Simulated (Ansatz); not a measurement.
**Al₂H₂ (triplet): correlated methods under varied settings at distance Al1–H3 = 5.409 Å**

What do other methods and options give for Al₂H₂ (triplet) at this geometry, and how long do they take?

The runs use Ansatz 0.2.0, Gaussian basis; the settings change from run to run.

20 further runs of the same task are left out: 16 that didn't finish, 4 set aside as unsound or not needed.

## (1) The geometry

The geometry derives from a PBE0/def2-TZVP stationary point (not a proven minimum). One bond is set to the value named and the two fragments are kept rigid.

4 atoms, charge 0, spin multiplicity 3.

Atoms are counted from 1 here; the program's logs count them from 0.

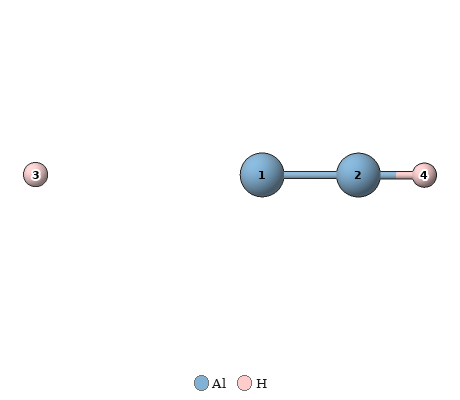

The structure; aluminium light blue, hydrogen pink; atoms are numbered from 1 in the order of the file.

## (2) BCCD on UHF/6-31G

in.yaml reads:

```yaml
crystal:
  periodic: [false, false, false]
  atoms:
    - {symbol: Al, position_ang: [0.000000, 0.000000, 0.191392]}
    - {symbol: Al, position_ang: [0.000000, 0.000000, -2.108620]}
    - {symbol: H, position_ang: [0.000000, 0.000000, 5.600392]}
    - {symbol: H, position_ang: [0.000000, 0.000000, -3.683163]}
basis:
  gaussian: {orbitals: 6-31G, point_charges: [{charge: -1.00, position_ang: [2.864, -0.290, -0.202]}]}
magnetization: {spin_polarized: true, initial_magnetization: 2}
correlation: {method: bccd, electrons: outside_noble_gas, diis_vectors: 1}
scf: {lower_state_search: off}
```

The run is started by

```console
$ ansatz run in.yaml --threads 1 --pin off --events-out ev --progress --plain --max-ram 2393MiB
```

Output (excerpt; [...] marks lines left out):

```text
Functional definition: HF
  name "HF"
  cite "Fock, Z. Phys. 61, 126 (1930) doi:10.1007/BF01340294"
  parent pbe
[...]
340 factors; integrals over basis functions are off by at most 2.1e-4 eV
[...]
mean field -13192.31409851 eV, -484.8086010484 hartree, gradient 1.9e-6 eV, S^2 3.018865; 0 other end points of the search recorded, 0 dependent functions left out
10 core orbitals not correlated: weight in the atoms' cores, before any rotation towards them, 1.000 or more for the frozen orbitals, at most 0.000 for the correlated occupied ones
reference -13192.31409851 eV, -484.8086010484 hartree; 5, 3 occupied and 15, 17 virtual orbitals, 340 factors
second order -1.20978295 eV of doubles, -0.00000000 eV of singles
cycle   1  -1.56278997 eV  change   -3.5e-1 eV  update   7.1e-2
[...]
cycle  22  -1.78771762 eV  change   -4.2e-8 eV  update   9.7e-6
Total energy: -13194.10181613 eV, -484.8742984592 hartree
Checks for a lower state left out: stability, starts, cluster_reference, orbital_swaps, neighbouring_geometries, increment
```

It took 0.88 s on 1 thread of AMD EPYC 7R43, shared host.

From the report: ⟨S²⟩ of the determinant 3.019 (pure triplet: 2.00); correlation -1.7877 eV; largest double amplitude 0.09. The determinant is far from a pure spin state, so its energy mixes those of several spin states (harmless only where they are near-degenerate, as at dissociation).

## (3) CCSD(T) on ROHF/cc-pVDZ

in.yaml reads:

```yaml
crystal:
  periodic: [false, false, false]
  atoms:
    - {symbol: Al, position_ang: [0.000000, 0.000000, 0.191392]}
    - {symbol: Al, position_ang: [0.000000, 0.000000, -2.108620]}
    - {symbol: H, position_ang: [0.000000, 0.000000, 5.600392]}
    - {symbol: H, position_ang: [0.000000, 0.000000, -3.683163]}
basis:
  gaussian: {orbitals: cc-pVDZ}
magnetization: {spin_polarized: false, initial_magnetization: 2}
correlation: {method: ccsd_t, electrons: outside_noble_gas}
accuracy: high
```

The command is unchanged.

Output (excerpt; [...] marks lines left out):

```text
Functional definition: HF
  name "HF"
  cite "Fock, Z. Phys. 61, 126 (1930) doi:10.1007/BF01340294"
  parent pbe
[...]
872 factors; integrals over basis functions are off by at most 3.0e-9 eV
[...]
mean field -13192.64684254 eV, -484.8208291663 hartree, gradient 1.6e-8 eV, S^2 2.000000; 12 other end points of the search recorded, 0 dependent functions left out
[...]
determinant -13192.64684254 eV, -484.8208291663 hartree, with singles and doubles -13196.17578297 eV, -484.9505153350 hartree
determinant -13191.64244868 eV, -484.7839183727 hartree, with singles and doubles -13195.12391604 eV, -484.9118599384 hartree
determinant -13189.77222190 eV, -484.7151888062 hartree, with singles and doubles -13193.52882048 eV, -484.8532412577 hartree
determinant -13189.24398177 eV, -484.6957763393 hartree, with singles and doubles -13193.06440857 eV, -484.8361744348 hartree
unrestricted determinant -13193.13490638 eV, -484.8387651813 hartree, S^2 3.0140
10 core orbitals not correlated: weight in the atoms' cores, before any rotation towards them, 1.000 or more for the frozen orbitals, at most 0.000 for the correlated occupied ones
reference -13192.64684254 eV, -484.8208291663 hartree; 5, 3 occupied and 31, 33 virtual orbitals, 872 factors
second order -2.58725627 eV of doubles, -0.03664545 eV of singles
cycle   1  -3.52877593 eV  change    1.6e-4 eV  update   1.3e-3
[...]
cycle  23  -3.52890057 eV  change  -4.7e-10 eV  update  6.6e-10
perturbative correction -0.11364154 eV, -0.0041762495 hartree
Total energy: -13196.28938466 eV, -484.9546901199 hartree
```

It took 25 s on 1 thread of AMD EPYC 7R43, shared host.

From the report: correlation -3.6425 eV; T1 0.022; largest double amplitude 0.09.

## (4) BCCD(T)/6-31G

Changes to in.yaml since step 3:

```diff
@@ -8,5 +8,8 @@
 basis:
-  gaussian: {orbitals: cc-pVDZ}
+  gaussian: {orbitals: 6-31G}
 magnetization: {spin_polarized: false, initial_magnetization: 2}
-correlation: {method: ccsd_t, electrons: outside_noble_gas}
+hamiltonian: {xc: {name: PBE0}}
+correlation: {method: bccd_t, electrons: all}
 accuracy: high
+scf: {lower_state_search: off}
+output: {forces: true}
```

Same command.

Output (excerpt; [...] marks lines left out):

```text
Functional definition: PBE0
  name "PBE0"
  cite "Adamo & Barone, J. Chem. Phys. 110, 6158 (1999) doi:10.1063/1.478522"
  cite "Perdew, Burke & Ernzerhof, Phys. Rev. Lett. 77, 3865 (1996) doi:10.1103/PhysRevLett.77.3865"
  parent pbe
[...]
613 factors; integrals over basis functions are off by at most 3.6e-9 eV
[...]
mean field -13213.16906898 eV, -485.5750070772 hartree, gradient 1.1e-8 eV, S^2 2.000000; 0 other end points of the search recorded, 0 dependent functions left out
reference -13190.99564422 eV, -484.7601487473 hartree; 15, 13 occupied and 15, 17 virtual orbitals, 613 factors
second order -1.70881554 eV of doubles, -0.14907122 eV of singles
cycle   1  -2.23461927 eV  change   -3.8e-1 eV  update   7.5e-2
[...]
cycle  28  -2.47992794 eV  change   8.2e-10 eV  update   1.6e-9
perturbative correction -0.05596599 eV, -0.0020567123 hartree
[...]
Total energy: -13193.53153815 eV, -484.8533411303 hartree
Atom 0 at     0.000000     0.000000     0.191392 Å, force    -0.000000    -0.000000     4.077770 eV/Å
Atom 1 at     0.000000     0.000000    -2.108620 Å, force     0.000000     0.000000    -3.047229 eV/Å
Atom 2 at     0.000000     0.000000     5.600392 Å, force     0.000000    -0.000000    -0.002406 eV/Å
Atom 3 at     0.000000     0.000000    -3.683163 Å, force    -0.000000    -0.000000    -1.028135 eV/Å
Dipole moment:    -0.000000    -0.000000    -0.155284 e Å
Checks for a lower state left out: starts, cluster_reference, orbital_swaps, neighbouring_geometries, increment
```

Wall time 29 s (1 thread of AMD EPYC 7R43, shared host); peak memory 0.26 GiB.

From the report: correlation -2.5359 eV; largest double amplitude 0.11.

## (5) BCCD(T)/cc-pVDZ

in.yaml reads:

```yaml
crystal:
  periodic: [false, false, false]
  atoms:
    - {symbol: Al, position_ang: [0.000000, 0.000000, 0.191392]}
    - {symbol: Al, position_ang: [0.000000, 0.000000, -2.108620]}
    - {symbol: H, position_ang: [0.000000, 0.000000, 5.600392]}
    - {symbol: H, position_ang: [0.000000, 0.000000, -3.683163]}
basis:
  gaussian: {orbitals: cc-pVDZ}
magnetization: {spin_polarized: true, initial_magnetization: 2}
hamiltonian: {xc: {name: B3LYP}}
correlation: {method: bccd_t, electrons: outside_noble_gas}
```

Same command.

Output (excerpt; [...] marks lines left out):

```text
Functional definition: B3LYP
  name "B3LYP"
  cite "Stephens, Devlin, Chabalowski & Frisch, J. Phys. Chem. 98, 11623 (1994) doi:10.1021/j100096a001"
  cite "Becke, Phys. Rev. A 38, 3098 (1988) doi:10.1103/PhysRevA.38.3098"
  cite "Lee, Yang & Parr, Phys. Rev. B 37, 785 (1988) doi:10.1103/PhysRevB.37.785"
  cite "Vosko, Wilk & Nusair, Can. J. Phys. 58, 1200 (1980) doi:10.1139/p80-159"
[...]
448 factors; integrals over basis functions are off by at most 1.0e-3 eV
[...]
mean field -13221.89169325 eV, -485.8955576070 hartree, gradient 1.6e-6 eV, S^2 2.299194; 14 other end points of the search recorded, 0 dependent functions left out
10 core orbitals not correlated: weight in the atoms' cores, before any rotation towards them, 1.000 or more for the frozen orbitals, at most 0.000 for the correlated occupied ones
reference -13192.56330477 eV, -484.8177592098 hartree; 5, 3 occupied and 31, 33 virtual orbitals, 448 factors
second order -2.59420325 eV of doubles, -0.13832586 eV of singles
cycle   1  -3.24989607 eV  change   -5.2e-1 eV  update   7.2e-2
[...]
cycle  29  -3.52454304 eV  change    6.8e-6 eV  update   9.0e-6
perturbative correction -0.11573960 eV, -0.0042533517 hartree
Total energy: -13196.20358741 eV, -484.9515371293 hartree
```

It took 21 s on 1 thread of AMD EPYC 7R43, shared host.

From the report: ⟨S²⟩ of the determinant 2.299 (pure triplet: 2.00); correlation -3.6403 eV; largest double amplitude 0.09.

## (6) BCCD(T) on ROHF/6-31++G**

Changes to in.yaml since step 5:

```diff
@@ -8,5 +8,5 @@
 basis:
-  gaussian: {orbitals: cc-pVDZ}
-magnetization: {spin_polarized: true, initial_magnetization: 2}
-hamiltonian: {xc: {name: B3LYP}}
+  gaussian: {orbitals: "6-31++G**"}
+magnetization: {spin_polarized: false, initial_magnetization: 2}
 correlation: {method: bccd_t, electrons: outside_noble_gas}
+scf: {lower_state_search: off}
```

Same command.

Output (excerpt; [...] marks lines left out):

```text
Functional definition: HF
  name "HF"
  cite "Fock, Z. Phys. 61, 126 (1930) doi:10.1007/BF01340294"
  parent pbe
[...]
474 factors; integrals over basis functions are off by at most 1.3e-3 eV
[...]
mean field -13191.81812192 eV, -484.7903742452 hartree, gradient 1.0e-6 eV, S^2 2.000000; 0 other end points of the search recorded, 0 dependent functions left out
10 core orbitals not correlated: weight in the atoms' cores, before any rotation towards them, 1.000 or more for the frozen orbitals, at most 0.000 for the correlated occupied ones
reference -13191.81812192 eV, -484.7903742452 hartree; 5, 3 occupied and 43, 45 virtual orbitals, 474 factors
second order -2.51327940 eV of doubles, -0.02883037 eV of singles
cycle   1  -3.10769775 eV  change   -5.6e-1 eV  update   8.2e-2
[...]
cycle  11  -3.38668938 eV  change   -4.0e-7 eV  update   8.1e-6
perturbative correction -0.11285558 eV, -0.0041473660 hartree
Total energy: -13195.31766688 eV, -484.9189801502 hartree
Checks for a lower state left out: stability, starts, cluster_reference, orbital_swaps, neighbouring_geometries, increment
```

Run time: 3.4 s. Hardware: 1 thread of AMD EPYC 7R43, shared host.

From the report: correlation -3.4995 eV; largest double amplitude 0.09.

## (7) CCSDT(Q)/B on UHF/6-31G*

in.yaml reads:

```yaml
crystal:
  periodic: [false, false, false]
  atoms:
    - {symbol: Al, position_ang: [0.000000, 0.000000, 0.191392]}
    - {symbol: Al, position_ang: [0.000000, 0.000000, -2.108620]}
    - {symbol: H, position_ang: [0.000000, 0.000000, 5.600392]}
    - {symbol: H, position_ang: [0.000000, 0.000000, -3.683163]}
basis:
  gaussian: {orbitals: "6-31G*"}
magnetization: {spin_polarized: true, initial_magnetization: 2}
correlation: {method: ccsdt_q_b, electrons: valence, diis_vectors: 1}
```

Launched as before.

Output (excerpt; [...] marks lines left out):

```text
Functional definition: HF
  name "HF"
  cite "Fock, Z. Phys. 61, 126 (1930) doi:10.1007/BF01340294"
  parent pbe
[...]
677 factors; integrals over basis functions are off by at most 1.6e-7 eV
[...]
mean field -13192.23022042 eV, -484.8055185855 hartree, gradient 2.3e-6 eV, S^2 3.014477; 21 other end points of the search recorded, 0 dependent functions left out
determinant -13192.23022042 eV, -484.8055185855 hartree, with singles and doubles -13194.89299609 eV, -484.9033737866 hartree
determinant -13192.07141221 eV, -484.7996824916 hartree, with singles and doubles -13194.88289002 eV, -484.9030023954 hartree
determinant -13191.81881318 eV, -484.7903996484 hartree, with singles and doubles -13194.94624372 eV, -484.9053306009 hartree
determinant -13191.57957350 eV, -484.7816077522 hartree, with singles and doubles -13194.39809828 eV, -484.8851866275 hartree
[...]
determinant -13192.07141221 eV, -484.7996824916 hartree, with singles and doubles -13194.92168184 eV, -484.9044279686 hartree
determinant -13191.81881318 eV, -484.7903996484 hartree, with singles and doubles -13194.94605013 eV, -484.9053234866 hartree
determinant -13191.57957350 eV, -484.7816077522 hartree, with singles and doubles -13194.43030252 eV, -484.8863701115 hartree
10 core orbitals not correlated: weight in the atoms' cores, before any rotation towards them, 1.000 or more for the frozen orbitals, at most 0.000 for the correlated occupied ones
reference -13191.81881318 eV, -484.7903996484 hartree; 5, 3 occupied and 27, 29 virtual orbitals, 677 factors
second order -2.27317313 eV of doubles, -0.00000000 eV of singles
cycle   1  -2.81084814 eV  change   -5.4e-1 eV  update   8.9e-2
[...]
cycle  51  -3.26658074 eV  change   -1.3e-7 eV  update   4.5e-7
perturbative correction -0.00590969 eV, -0.0002171771 hartree
Total energy: -13195.09130361 eV, -484.9106614534 hartree
```

Run time: 51 s. Hardware: 1 thread of AMD EPYC 7R43, shared host.

From the report: ⟨S²⟩ of the determinant 2.021 (pure triplet: 2.00); correlation -3.2725 eV; T1 0.026; largest double amplitude 0.12.

## (8) NEVPT2(2,4)/cc-pVDZ

Changes to in.yaml since step 7:

```diff
@@ -8,4 +8,5 @@
 basis:
-  gaussian: {orbitals: "6-31G*"}
-magnetization: {spin_polarized: true, initial_magnetization: 2}
-correlation: {method: ccsdt_q_b, electrons: valence, diis_vectors: 1}
+  gaussian: {orbitals: cc-pVDZ}
+magnetization: {spin_polarized: false, initial_magnetization: 2}
+correlation: {method: sc_nevpt2, electrons: outside_noble_gas, active_space: {window: {electrons: 2, orbitals: 4}}}
+scf: {lower_state_search: full}
```

Same command.

Output (excerpt; [...] marks lines left out):

```text
Functional definition: HF
  name "HF"
  cite "Fock, Z. Phys. 61, 126 (1930) doi:10.1007/BF01340294"
  parent pbe
[...]
448 factors; integrals over basis functions are off by at most 1.0e-3 eV
[...]
mean field -13192.64680617 eV, -484.8208278295 hartree, gradient 1.7e-6 eV, S^2 2.000000; 16 other end points of the search recorded, 0 dependent functions left out
reference -13192.64680617 eV, -484.8208278295 hartree; 15, 13 occupied and 31, 33 virtual orbitals, 448 factors
state -13192.64685595 eV, -484.8208296589 hartree
state -13192.64685595 eV, -484.8208296589 hartree; corrected -13195.21179054 eV, -484.9150892665 hartree
state -13192.64680617 eV, -484.8208278295 hartree
state -13192.64680617 eV, -484.8208278295 hartree; corrected -13195.29455108 eV, -484.9181306603 hartree
state -13192.64680617 eV, -484.8208278295 hartree; corrected -13195.29455108 eV, -484.9181306603 hartree
WARN: 2 active orbitals are nearly empty or full. The corrections depend on them more than the energy does, and are more stable in an active space without them
WARN: the results are in doubt because another end's mean lies 0.000 eV lower, and its corrected mean 0.083 eV higher
Total energy: -13195.29455108 eV, -484.9181306603 hartree
In doubt: another end's mean lies 0.000 eV lower, and its corrected mean 0.083 eV higher
```

Wall time 19 s (1 thread of AMD EPYC 7R43, shared host).

From the report: 4 determinants; active occupations 1.00, 1.00, 0.00, 0.00. The program marks this result as in doubt; its last lines say why.

## (9) CCSD on UHF/cc-pVDZ

in.yaml reads:

```yaml
crystal:
  periodic: [false, false, false]
  atoms:
    - {symbol: Al, position_ang: [0.000000, 0.000000, 0.191392]}
    - {symbol: Al, position_ang: [0.000000, 0.000000, -2.108620]}
    - {symbol: H, position_ang: [0.000000, 0.000000, 5.600392]}
    - {symbol: H, position_ang: [0.000000, 0.000000, -3.683163]}
basis:
  gaussian: {orbitals: cc-pVDZ}
magnetization: {spin_polarized: true, initial_magnetization: 2}
correlation: {method: ccsd, electrons: valence}
accuracy: high
output: {forces: true}
```

Same command.

Output (excerpt; [...] marks lines left out):

```text
Functional definition: HF
  name "HF"
  cite "Fock, Z. Phys. 61, 126 (1930) doi:10.1007/BF01340294"
  parent pbe
[...]
872 factors; integrals over basis functions are off by at most 3.0e-9 eV
[...]
mean field -13193.13490638 eV, -484.8387651813 hartree, gradient 2.5e-8 eV, S^2 3.013976; 22 other end points of the search recorded, 0 dependent functions left out
determinant -13193.13490638 eV, -484.8387651813 hartree, with singles and doubles -13196.13066265 eV, -484.9488571937 hartree
determinant -13192.98717361 eV, -484.8333361023 hartree, with singles and doubles -13196.11550850 eV, -484.9483002889 hartree
determinant -13192.72103476 eV, -484.8235556798 hartree, with singles and doubles -13196.17796403 eV, -484.9505954874 hartree
determinant -13192.54819664 eV, -484.8172039961 hartree, with singles and doubles -13195.64978858 eV, -484.9311853977 hartree
[...]
10 core orbitals not correlated: weight in the atoms' cores, before any rotation towards them, 1.000 or more for the frozen orbitals, at most 0.000 for the correlated occupied ones
reference -13192.72103476 eV, -484.8235556798 hartree; 5, 3 occupied and 31, 33 virtual orbitals, 872 factors
second order -2.53495639 eV of doubles, -0.00000000 eV of singles
cycle   1  -3.45668866 eV  change    4.0e-6 eV  update   3.5e-6
[...]
cycle  16  -3.45668515 eV  change  -2.4e-10 eV  update  7.7e-10
[...]
Total energy: -13196.17771990 eV, -484.9505865159 hartree
Atom 0 at     0.000000     0.000000     0.191392 Å, force     0.000000     0.000000     3.644598 eV/Å
Atom 1 at     0.000000     0.000000    -2.108620 Å, force     0.000000    -0.000000    -3.110998 eV/Å
Atom 2 at     0.000000     0.000000     5.600392 Å, force    -0.000000    -0.000000    -0.000324 eV/Å
Atom 3 at     0.000000     0.000000    -3.683163 Å, force    -0.000000     0.000000    -0.533276 eV/Å
Dipole moment:    -0.000000     0.000000    -0.276787 e Å
```

Wall time 59 s (1 thread of AMD EPYC 7R43, shared host).

From the report: ⟨S²⟩ of the determinant 2.022 (pure triplet: 2.00); correlation -3.4567 eV; T1 0.022; largest double amplitude 0.09.

## (10) All runs side by side

Where basis and cores are those of an earlier UCCSDT(Q)/cc-pVDZ run (-13196.3329 eV), and the state is the same kind, the miss against it is given. † marks a result that the program doubts.

| level | correlated | functions | energy (eV) | from UCCSDT(Q) (meV) | time |
| --- | --- | --- | --- | --- | --- |
| BCCD on UHF/6-31G (beside a point charge) | outside noble gas | 30 | -13194.1018 |  | 0.88 s |
| CCSD(T) on ROHF/cc-pVDZ | outside noble gas | 46 | -13196.2894 | 43.5 | 25 s |
| BCCD(T)/6-31G (on PBE0 orbitals) | all | 30 | -13193.5315 |  | 29 s |
| BCCD(T)/cc-pVDZ (on B3LYP orbitals) | outside noble gas | 46 | -13196.2036 | 129.3 | 21 s |
| BCCD(T) on ROHF/6-31++G** | outside noble gas | 58 | -13195.3177 |  | 3.4 s |
| CCSDT(Q)/B on UHF/6-31G* | valence | 42 | -13195.0913 |  | 51 s |
| NEVPT2(2,4)/cc-pVDZ † | outside noble gas | 46 | -13195.2946 | 1038.3 | 19 s |
| CCSD on UHF/cc-pVDZ | valence | 46 | -13196.1777 | 155.1 | 59 s |

## (11) Results

| quantity | value |
| --- | --- |
| runs | 8 |
| quickest | BCCD on UHF/6-31G (beside a point charge), 0.88 s |
| slowest | CCSD on UHF/cc-pVDZ, 59 s |

Total energies in different bases, with other cores or another treatment of relativity can't be set against each other. CCSD on UHF/cc-pVDZ took 67 times as long as BCCD on UHF/6-31G (beside a point charge); the jobs differ in more than the method. Among the correlated runs with a miss given, it spans +43 to +1038 meV. Cores frozen from Kohn-Sham orbitals shift the total energy.
